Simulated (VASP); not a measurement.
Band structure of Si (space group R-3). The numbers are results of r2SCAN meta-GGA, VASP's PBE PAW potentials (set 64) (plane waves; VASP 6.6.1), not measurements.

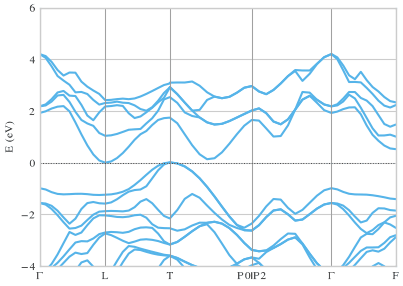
Fig. 1. Bands along high-symmetry lines, zero at the valence-band maximum or, without a gap, the Fermi level

**Question.** Read the plot: is there a gap, and where are the band edges?

**Answer.** It has no gap at this level: it comes out as a metal or semimetal.

The structure comes from a computed database's Si entry (R-3); how it stands against other phases isn't given here. It was relaxed first.
